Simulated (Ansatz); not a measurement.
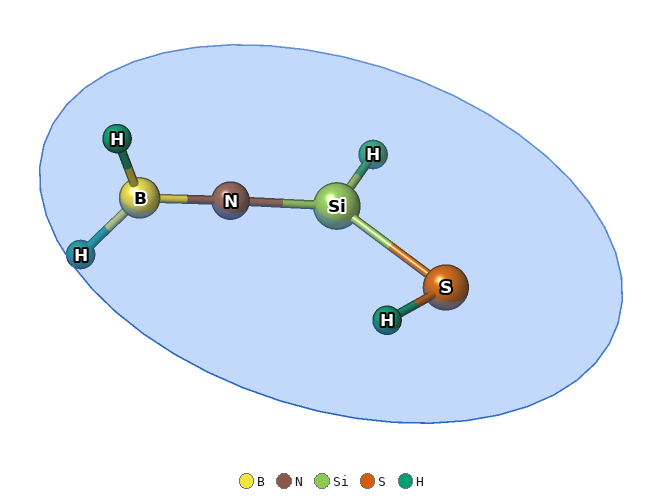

All proper rotation axes (lines) and mirror planes (discs) of the structure are drawn in. Depth is shown by fading: the farther an atom, the more it takes the colour of the background. Computed geometry: PBE-D4/def2-SVP optimisation. No frequency run is at hand to confirm it as a minimum.

**Name the symmetry elements and the point group.**

It has 1 mirror plane. Point group Cs. The group has 2 operations. The geometry is achiral, and symmetry allows a dipole moment.
